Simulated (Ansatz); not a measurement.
System Be3WN4 (space group I-42m, No. 121); source of the atomic positions: the input geometry of an electronic-structure calculation (not necessarily at equilibrium); the starting structure was generated, so it need not be a known form of this composition.

```
CELL_PARAMETERS angstrom
4.17448 0.00000 0.00000
0.00000 4.17448 0.00000
0.00000 0.00000 8.30666
ATOMIC_POSITIONS crystal
Be 0.50000 0.00000 0.25000
Be 0.00000 0.50000 0.25000
Be 0.50000 0.50000 0.00000
W 0.00000 0.00000 0.00000
N 0.24091 0.24091 0.37061
N 0.25909 0.74091 0.12939
N 0.74091 0.25909 0.12939
N 0.75909 0.75909 0.37061
Be 0.00000 0.50000 0.75000
Be 0.50000 0.00000 0.75000
Be 0.00000 0.00000 0.50000
W 0.50000 0.50000 0.50000
N 0.74091 0.74091 0.87061
N 0.75909 0.24091 0.62939
N 0.24091 0.75909 0.62939
N 0.25909 0.25909 0.87061
```

Bonds are taken as Be–N below 2 Å and N–W below 2.1 Å; no other contact counts. The graph is simplified in the usual way: terminal and isolated atoms are pruned, two-connected atoms become edges.

What net does this leave?

The result is a uninodal 4-connected, three-periodic net: Be, W and N are 4-connected nodes. It is the dia net, known from diamond, zinc blende and cristobalite. It is a single net, without interpenetration.

| node | links | point symbol | coordination sequence |
| --- | --- | --- | --- |
| Be, W and N | 4 | 6^6 | 4 12 24 42 |

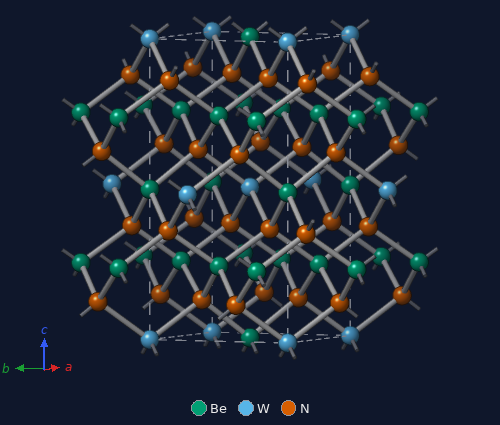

Nodes are coloured by element. Edges to nodes outside the piece are drawn as stubs.
